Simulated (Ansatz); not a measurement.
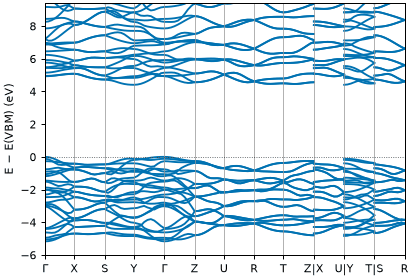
Fig. 1. Band structure from plane-wave PAW r²SCAN (Ansatz code)

The gap is 4.40 eV; an edge lies off the plotted path or next to a special point (maximum at Γ, minimum off the standard path).

The material is ZrO₂ in space group Pca2_1 (No. 29; Zr on 4a, O on 4a, O on 4a).

The cell was relaxed with r²SCAN under the symmetry of its start. The run is not spin-polarised. Scalar-relativistic: spin–orbit coupling is off unless named, which matters more the heavier the elements.

Potentials: the later of the program's two PAW sets.
